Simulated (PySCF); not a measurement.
C$_{4}$H$_{10}$ClPSi$_{2}$

The calculation's input:

```
{"job": {"kind": "nmr", "xc": "PBE0", "basis": "pcSseg-1"}, "charge": 0, "multiplicity": 1}
C      2.963585    -0.446398    -0.162287
C      1.854500     0.065696    -0.668378
C      0.543756     0.215938    -0.011934
Cl     0.579409    -0.368592     1.683874
Si    -0.130862     2.039102    -0.120734
P     -1.576787     1.432067    -1.747934
Si    -0.893080    -0.618646    -1.039180
C     -2.098241    -1.580146     0.064544
H      3.008173    -0.823225     0.844941
H      3.870664    -0.506789    -0.737686
H      1.840504     0.437787    -1.687508
H     -0.715392     2.430840     1.157730
H      0.872131     2.993997    -0.584170
H     -2.722440     1.498849    -0.979093
H     -0.372988    -1.426171    -2.147937
H     -2.931099    -1.950756    -0.524065
H     -2.496661    -0.957009     0.860140
H     -1.603931    -2.430227     0.523262
```

Command:

```sh
OMP_NUM_THREADS=1 python probes_run.py task.json out
```

Geometry: GFN2-xTB.

The calculation used PBE0/pcSseg-1, SCF density, gas phase, non-relativistic in PySCF 2.14.0.

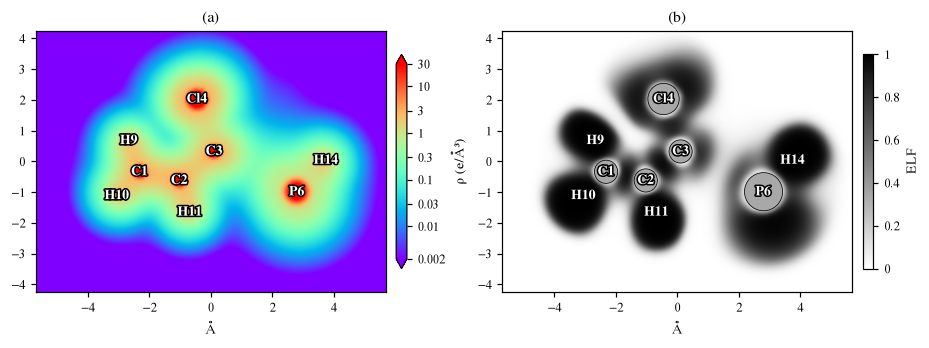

Figure 1. (a) total electron density; (b) electron localisation function on the plane of atoms C1, C2 and H11. Grey discs cover the atomic cores in the ELF map.

Question: What does the map show?

Answer: Atoms in the plane: C, Cl, P and H.
C–C (1.32 Å): ρ is about 2.3 e/Å³ halfway; the ELF peaks at about 0.90 between the atoms: a multiple bond.
C–Cl (1.79 Å): the density is about 1.3 e/Å³ at the midpoint; the ELF peaks at about 0.85 between the atoms, as expected for localised, covalent bonding.
C–H (1.08 Å): the density is about 2 e/Å³ at the midpoint; the ELF climbs to about 1 towards the hydrogen, as it does in any bond to H; a covalent bond by its length.
C–C (1.47 Å): the density is about 1.8 e/Å³ at the midpoint; the ELF peaks at about 0.95 between the atoms: localised, covalent bonding.
The ELF also peaks beside P6 and Cl4, away from the bonds: lone-pair regions.

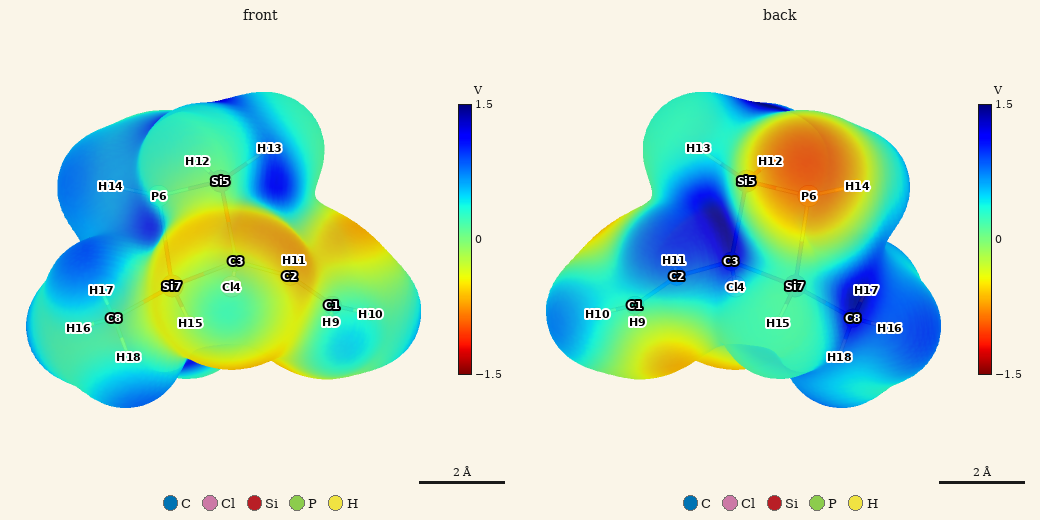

Figure 2. The molecular electrostatic potential painted on the density surface at 0.002 e/bohr³, seen from the front and from behind; red is negative and blue positive.

Question: Where is the surface potential most negative and most positive?

Answer: The most negative region (about −1.0 V) lies over P6, the most positive (about +1.4 V) over Si5 and Si7. Cl4 shows a σ-hole: about +0.2 V at the tip opposite its bond, against about −0.3 V on its flanks.

Question: What dipole moment does the calculation give?

Answer: Its dipole moment is 0.91 D.
